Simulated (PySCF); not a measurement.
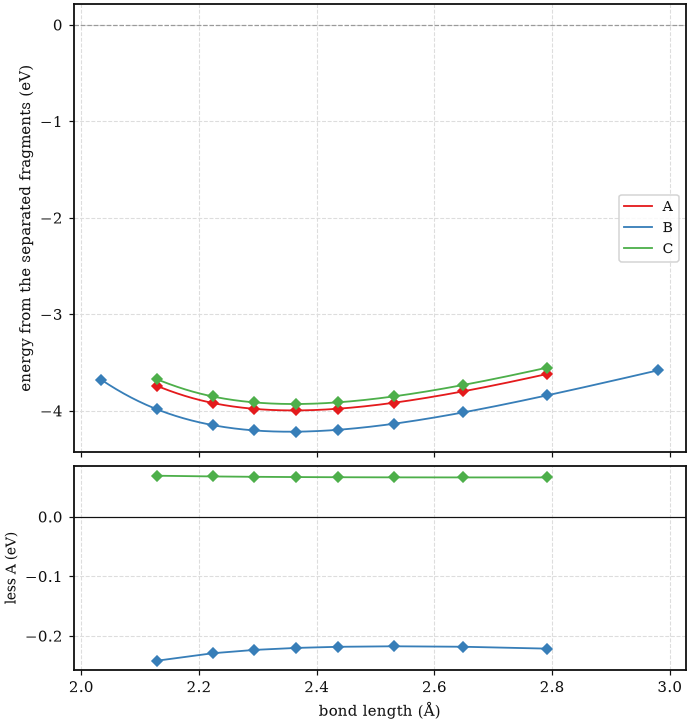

Bond curves of NaCl, singlet, def2-TZVPP (non-relativistic), PySCF: energy from the separated fragments (atoms in their ground configurations, no counterpoise). One reference determinant with the occupation held, the lowest that a PBE0 search over spins and occupations found; no spin-orbit coupling. Splines pass through the computed points, which are marked. References: UKS for PBEsol; RHF for CCSD and CCSD(T). With PBEsol the solution stays closed-shell at all points drawn; such a solution can't reach the open-shell fragments at long range.

> The curves are CCSD, CCSD(T) and PBEsol. Which is which?

A: CCSD(T) (−3.74 eV at 2.13 Å); B: PBEsol (−3.99 eV at 2.13 Å); C: CCSD (−3.68 eV at 2.13 Å).
